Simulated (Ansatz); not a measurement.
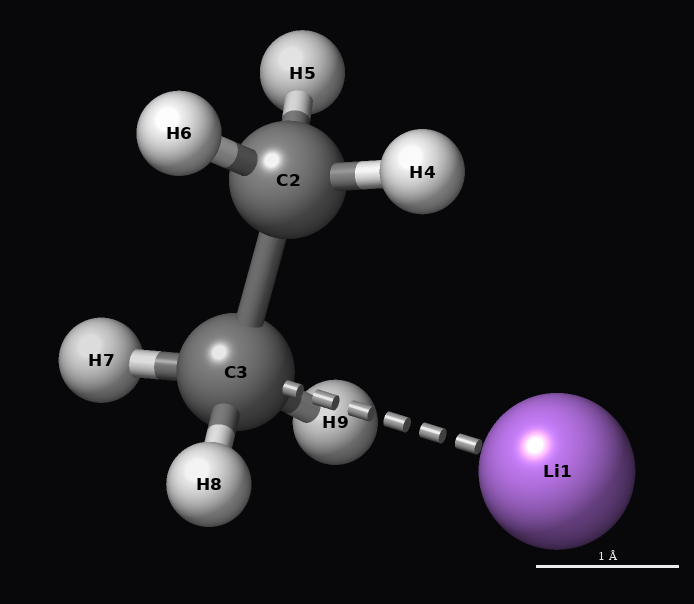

Two molecules or ions; the broken line marks their closest contact (measured against van der Waals radii). The species has charge +1 and is a spin singlet. Geometry: a pair of rigid molecules at a changed separation. Program: Ansatz 0.2.0.

Question: Which two species are they?

Answer: Li and C2H6 (`CC.[Li+]`).

Question: How long is the contact?

Answer: Li1···C3 is 2.63 Å.

Give the counterpoise-corrected interaction energy (kJ/mol, monomers kept as in the pair) with RHF-CCSD(T) (frozen core)/def2-TZVPPD; ωB97M-V/def2-TZVPPD.

```tsv
level	interaction energy (kJ/mol)
RHF-CCSD(T) (frozen core)/def2-TZVPPD	−53.4
ωB97M-V/def2-TZVPPD	−57.8
```
